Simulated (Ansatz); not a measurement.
## Nudged elastic band, with input and output: AlNH6Se

The run: nudged elastic band of AlNH6Se. Method and program: RKS B3LYP-D4/def2-SVP (Ansatz 0.2.0).

One setting was made poor on purpose. It belongs to a series of runs on one base structure; here: band between the two ends. Figures and captions count atoms from 1; the log counts them from 0 in places.

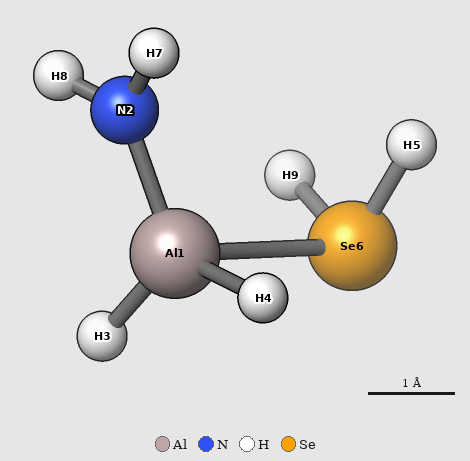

Figure 1. The structure as given in the input (ball-and-stick view, seen at a tilt; atoms are numbered from 1 in the order of the input). Sticks mark near contacts. Bond lengths as drawn: Al–H 1.59 Å, Al–N 1.79 Å, Al–Se 2.87 Å, H–N 1.02 Å and H–Se 1.48 Å.

Input
```yaml
crystal:
  periodic: [false, false, false]
  atoms:
    - { symbol: Al, position_ang: [0.136019, 0.856673, -0.65098] }
    - { symbol: "N", position_ang: [1.253508, -0.527021, -0.845091] }
    - { symbol: H, position_ang: [-1.082436, 0.947628, -1.668469] }
    - { symbol: H, position_ang: [0.667675, 2.098858, 0.187828] }
    - { symbol: H, position_ang: [-0.629214, -0.369911, 2.394345] }
    - { symbol: Se, position_ang: [-1.659993, 0.139352, 1.466734] }
    - { symbol: H, position_ang: [2.153921, -0.61742, -0.383815] }
    - { symbol: H, position_ang: [1.118438, -1.303713, -1.48532] }
    - { symbol: H, position_ang: [-1.958018, -1.224346, 0.984868] }
basis:
  gaussian: { orbitals: def2-SVP }
hamiltonian:
  xc: b3lyp
  dispersion: d4
neb:
  order_check: false
  images: 1
  f_tol: 0.05
  max_iterations: 60
  climbing: false
  final_atoms:
    - { symbol: Al, position_ang: [-0.34306267, 0.88914196, -0.27697367] }
    - { symbol: "N", position_ang: [1.06951867, -0.64272037, -0.15978244] }
    - { symbol: H, position_ang: [-0.99535027, 0.59013043, -1.69800362] }
    - { symbol: H, position_ang: [0.58711332, 2.15655385, -0.02852679] }
    - { symbol: H, position_ang: [0.80948653, -1.21443545, 0.65064479] }
    - { symbol: Se, position_ang: [-1.66914723, 0.32862201, 1.63341148] }
    - { symbol: H, position_ang: [2.02096622, -0.29921536, -0.00491954] }
    - { symbol: H, position_ang: [1.08894588, -1.25266221, -0.98116599] }
    - { symbol: H, position_ang: [-2.56857046, -0.55531486, 0.86541577] }
  initial_path:
    images:
      - { positions_ang: [[0.136019, 0.856673, -0.65098], [1.253508, -0.527021, -0.845091], [-1.082436, 0.947628, -1.668469], [0.667675, 2.098858, 0.187828], [-0.629214, -0.369911, 2.394345], [-1.659993, 0.139352, 1.466734], [2.153921, -0.61742, -0.383815], [1.118438, -1.303713, -1.48532], [-1.958018, -1.224346, 0.984868]] }
      - { positions_ang: [[-0.18533125, 1.1371699, -0.46190088], [1.11209377, -0.6807696, -0.30263932], [-1.22772098, 1.03956859, -1.58984368], [0.53549366, 2.46226371, -0.16697246], [0.22612039, -0.85451504, 0.68329312], [-1.3045109, -0.17256083, 1.76478722], [2.02561079, -0.66668315, 0.13763401], [1.04939738, -1.48827397, -0.9120269], [-2.23125288, -0.77609961, 0.84776889]] }
      - { positions_ang: [[-0.34306267, 0.88914196, -0.27697367], [1.06951867, -0.64272037, -0.15978244], [-0.99535027, 0.59013043, -1.69800362], [0.58711332, 2.15655385, -0.02852679], [0.80948653, -1.21443545, 0.65064479], [-1.66914723, 0.32862201, 1.63341148], [2.02096622, -0.29921536, -0.00491954], [1.08894588, -1.25266221, -0.98116599], [-2.56857046, -0.55531486, 0.86541577]] }
```

Hardware: 2 threads of Intel Xeon (Sapphire Rapids), 16 GiB of memory available, shared host.

Launch command:
```bash
ansatz run input.yaml --threads 2 --pin off --max-ram 3072MiB --backend cpu --events-out ev --progress --plain --runs-dir out
```

The program's output
```
Engine: ansatz 0.2.0, x86_64-unknown-linux-gnu
Functional definition: B3LYP
  parameter a0 = 0.2
  parameter ax = 0.72
  parameter ac = 0.81
  exchange = (1 - a0 - ax)*slater_x + ax*b88_x + a0*exact_x
  correlation = (1 - ac)*vwn_rpa_c + ac*lyp_c
986 factors; integrals over basis functions are off by at most 3.6e-4 eV
mean field evaluation 1: about -73518.0825 eV, gradient 5.9e1 eV
mean field evaluation 2: about -73460.4954 eV, gradient 1.2e2 eV
mean field evaluation 4: about -73524.9985 eV, gradient 1.3e1 eV
mean field evaluation 8: about -73525.4376 eV, gradient 5.4e-1 eV
mean field evaluation 16: about -73525.4385 eV, gradient 8.5e-6 eV
mean field -73525.43850158 eV, -2702.0100276007 hartree, gradient 7.9e-6 eV, S^2 0.000000; 0 other end points of the search recorded, 0 dependent functions left out
the calculation of the forces begins
reference -73525.43876426 eV, -2702.0100372543 hartree; 30, 30 occupied and 64, 64 virtual orbitals, 986 factors
985 factors; integrals over basis functions are off by at most 1.1e-3 eV
mean field evaluation 32: about -73526.6914 eV, gradient 2.2e-5 eV
mean field -73526.69140021 eV, -2702.0560707763 hartree, gradient 2.2e-5 eV, S^2 0.000000; 0 other end points of the search recorded, 0 dependent functions left out
[... from here on the field's lines of each further geometry are left out, up to the last ...]
NEB iter   1: max|band force component| = 3.843e0 eV/Å  barrier→ = 0.2367 eV  barrier← = 1.5029 eV  Δτ_max = 0.1938 Å  (75 SCF iters)
NEB iter   2: max|band force component| = 3.415e0 eV/Å  barrier→ = 0.0013 eV  barrier← = 1.2674 eV  Δτ_max = 0.1363 Å  (28 SCF iters)
NEB iter   3: max|band force component| = 2.790e0 eV/Å  barrier→ = 0.0883 eV  barrier← = 1.3544 eV  Δτ_max = 0.2000 Å  (28 SCF iters)
NEB iter   4: max|band force component| = 1.757e0 eV/Å  barrier→ = 0.1936 eV  barrier← = 1.4598 eV  Δτ_max = 0.2000 Å  (27 SCF iters)
NEB iter   5: max|band force component| = 1.252e0 eV/Å  barrier→ = 0.2458 eV  barrier← = 1.5119 eV  Δτ_max = 0.1344 Å  (27 SCF iters)
NEB iter   6: max|band force component| = 7.104e-1 eV/Å  barrier→ = 0.2117 eV  barrier← = 1.4779 eV  Δτ_max = 0.0904 Å  (27 SCF iters)
NEB iter   7: max|band force component| = 6.251e-1 eV/Å  barrier→ = 0.1474 eV  barrier← = 1.4135 eV  Δτ_max = 0.1023 Å  (26 SCF iters)
NEB iter   8: max|band force component| = 2.673e-1 eV/Å  barrier→ = 0.0987 eV  barrier← = 1.3649 eV  Δτ_max = 0.0909 Å  (27 SCF iters)
NEB iter   9: max|band force component| = 2.008e-1 eV/Å  barrier→ = 0.0771 eV  barrier← = 1.3433 eV  Δτ_max = 0.1994 Å  (23 SCF iters)
NEB iter  10: max|band force component| = 6.953e-1 eV/Å  barrier→ = 0.0826 eV  barrier← = 1.3488 eV  Δτ_max = 0.0949 Å  (26 SCF iters)
NEB iter  11: max|band force component| = 2.849e-1 eV/Å  barrier→ = 0.0549 eV  barrier← = 1.3210 eV  Δτ_max = 0.0486 Å  (26 SCF iters)
NEB iter  12: max|band force component| = 1.229e-1 eV/Å  barrier→ = 0.0497 eV  barrier← = 1.3159 eV  Δτ_max = 0.0943 Å  (24 SCF iters)
NEB iter  13: max|band force component| = 2.430e-1 eV/Å  barrier→ = 0.0461 eV  barrier← = 1.3122 eV  Δτ_max = 0.0472 Å  (26 SCF iters)
NEB iter  14: max|band force component| = 8.568e-2 eV/Å  barrier→ = 0.0438 eV  barrier← = 1.3099 eV  Δτ_max = 0.0939 Å  (23 SCF iters)
NEB iter  15: max|band force component| = 8.009e-2 eV/Å  barrier→ = 0.0445 eV  barrier← = 1.3106 eV  Δτ_max = 0.0947 Å  (26 SCF iters)
NEB iter  16: max|band force component| = 8.633e-2 eV/Å  barrier→ = 0.0422 eV  barrier← = 1.3084 eV  Δτ_max = 0.0470 Å  (23 SCF iters)
NEB iter  17: max|band force component| = 5.297e-2 eV/Å  barrier→ = 0.0403 eV  barrier← = 1.3065 eV  Δτ_max = 0.0471 Å  (23 SCF iters)
NEB iter  18: max|band force component| = 1.567e-1 eV/Å  barrier→ = 0.0387 eV  barrier← = 1.3049 eV  Δτ_max = 0.0235 Å  (23 SCF iters)
NEB iter  19: max|band force component| = 1.261e-1 eV/Å  barrier→ = 0.0380 eV  barrier← = 1.3041 eV  Δτ_max = 0.0236 Å  (24 SCF iters)
NEB iter  20: max|band force component| = 5.530e-2 eV/Å  barrier→ = 0.0373 eV  barrier← = 1.3034 eV  Δτ_max = 0.0471 Å  (24 SCF iters)
the calculation of the forces begins
reference -73525.39316836 eV, -2702.0083616357 hartree; 30, 30 occupied and 64, 64 virtual orbitals, 986 factors
986 factors; integrals over basis functions are off by at most 4.1e-4 eV
mean field -73525.39290902 eV, -2702.0083521052 hartree, gradient 3.5e-5 eV, S^2 0.000000; 1 other end points of the search recorded, 0 dependent functions left out
the calculation of the forces begins
reference -73525.39316836 eV, -2702.0083616357 hartree; 30, 30 occupied and 64, 64 virtual orbitals, 986 factors
NEB iter  21: max|band force component| = 4.979e-2 eV/Å  barrier→ = 0.0362 eV  barrier← = 1.3024 eV  Δτ_max = 0.0000 Å  (48 SCF iters)
```

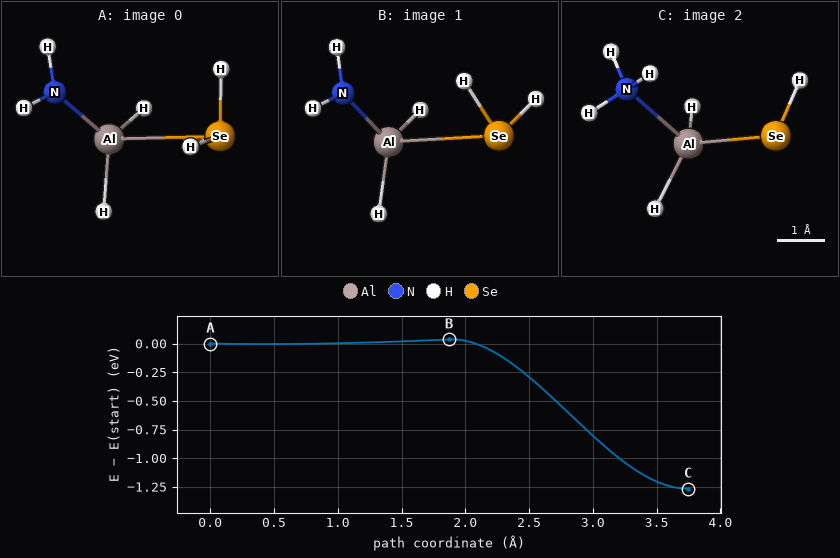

Figure 2. Images of the last band (counted from 0; ball-and-stick, seen at a tilt) above the energy along the path; the line is a cubic interpolation that uses the forces. The highest image is number 1, 0.036 eV above the start and 1.302 eV above the end; the end lies 1.266 eV below the start. The path is 3.75 Å long. The band converged in 21 iterations.

```
Total energy: -73525.65677050 eV, -2702.0180488359 hartree
Atom 0 at     0.100357     0.882067    -0.619794 Å, force     0.019404    -0.007860    -0.006498 eV/Å
Atom 1 at     1.330679    -0.427307    -0.620039 Å, force     0.000288     0.009464    -0.014570 eV/Å
Atom 2 at    -1.162431     0.671471    -1.561287 Å, force     0.004480     0.009100    -0.004656 eV/Å
Atom 3 at     0.537921     2.290690    -0.035616 Å, force     0.000815    -0.001509     0.000462 eV/Å
Atom 4 at    -0.546673    -1.260906     1.357514 Å, force    -0.043458    -0.019449     0.041855 eV/Å
Atom 5 at    -1.276565    -0.048598     1.775350 Å, force    -0.022056     0.023475    -0.000690 eV/Å
Atom 6 at     2.266030    -0.344627    -0.233806 Å, force     0.024855     0.019325     0.008680 eV/Å
Atom 7 at     1.266181    -1.286503    -1.157298 Å, force    -0.018824    -0.007875    -0.028758 eV/Å
Atom 8 at    -2.515600    -0.476186     1.095076 Å, force     0.034494    -0.024672     0.004177 eV/Å
Dipole moment:    -0.100850    -0.482877     0.291547 e Å
this run last wrote the band of iteration 21 to [file]
```

The last band as extended XYZ (Å, eV, eV/Å)
```
9
Properties=species:S:1:pos:R:3:forces:R:3 image=0 energy=-73525.69276
Al    0.1360    0.8567   -0.6510   -0.0121   0.0006   0.0002
N     1.2535   -0.5270   -0.8451    0.0183  -0.0084   0.0027
H    -1.0824    0.9476   -1.6685    0.0013   0.0034  -0.0050
H     0.6677    2.0989    0.1878   -0.0038  -0.0039   0.0010
H    -0.6292   -0.3699    2.3943   -0.0245   0.0103  -0.0207
Se   -1.6600    0.1394    1.4667    0.0189  -0.0258   0.0213
H     2.1539   -0.6174   -0.3838   -0.0076  -0.0023  -0.0060
H     1.1184   -1.3037   -1.4853    0.0002   0.0046   0.0030
H    -1.9580   -1.2243    0.9849    0.0092   0.0214   0.0036
9
Properties=species:S:1:pos:R:3:forces:R:3 image=1 energy=-73525.65651
Al    0.1004    0.8821   -0.6198    0.0194  -0.0079  -0.0065
N     1.3307   -0.4273   -0.6200    0.0003   0.0095  -0.0146
H    -1.1624    0.6715   -1.5613    0.0045   0.0091  -0.0047
H     0.5379    2.2907   -0.0356    0.0008  -0.0015   0.0005
H    -0.5467   -1.2609    1.3575   -0.0435  -0.0194   0.0419
Se   -1.2766   -0.0486    1.7753   -0.0221   0.0235  -0.0007
H     2.2660   -0.3446   -0.2338    0.0249   0.0193   0.0087
H     1.2662   -1.2865   -1.1573   -0.0188  -0.0079  -0.0288
H    -2.5156   -0.4762    1.0951    0.0345  -0.0247   0.0042
9
Properties=species:S:1:pos:R:3:forces:R:3 image=2 energy=-73526.95891
Al   -0.3431    0.8891   -0.2770    0.0012  -0.0006   0.0007
N     1.0695   -0.6427   -0.1598    0.0046   0.0033  -0.0071
H    -0.9953    0.5901   -1.6980    0.0003   0.0009  -0.0008
H     0.5871    2.1566   -0.0285    0.0011   0.0024   0.0010
H     0.8095   -1.2144    0.6506   -0.0022  -0.0017   0.0045
Se   -1.6691    0.3286    1.6334   -0.0024   0.0016  -0.0018
H     2.0210   -0.2992   -0.0049    0.0008   0.0008   0.0016
H     1.0889   -1.2527   -0.9812   -0.0048  -0.0032   0.0000
H    -2.5686   -0.5553    0.8654    0.0013  -0.0036   0.0018
```

Key numbers

| quantity | value |
| --- | --- |
| outcome | converged |
| barrier, forward | 0.036 eV |
| barrier, backward | 1.302 eV |
| wall time | 35 s (CPU time 65 s) |
| peak memory | 0.22 GiB |

A deliberately poor setting: few images. The order of the saddle point was not checked.
